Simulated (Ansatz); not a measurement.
# Response to strain in AlPt

Consider AlPt in the CsCl type structure (space group Pm-3m, No. 221; a cell from a computed database, its experimental status unchecked; relaxed with 0.1 eV smearing).

```
CELL_PARAMETERS angstrom
      3.06039     0.00000     0.00000
      0.00000     3.06039     0.00000
      0.00000     0.00000     3.06039
ATOMIC_POSITIONS crystal
  Al 0.00000 0.00000 0.00000
  Pt 0.50000 0.50000 0.50000
```

Strains are applied to the cell and any free atomic positions relax.

All numbers come from PBEsol/PAW in Ansatz (a program for electronic structure), spin-orbit coupling left out.

Notes on the quantities. energy relative to the base: free energy F.

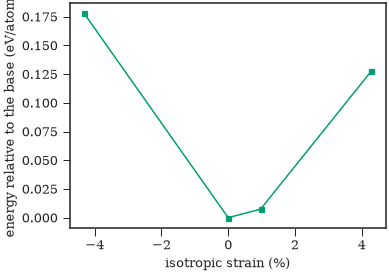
*Energy relative to the base against isotropic strain*

```json
[
 {"isotropic strain (%)": "-4.32", "energy relative to the base": "+178 meV/atom"},
 {"isotropic strain (%)": "0.97", "energy relative to the base": "+7.4 meV/atom"},
 {"isotropic strain (%)": "4.29", "energy relative to the base": "+128 meV/atom"}
]
```

Stability against distortions was not tested. All final runs are without spin polarisation.
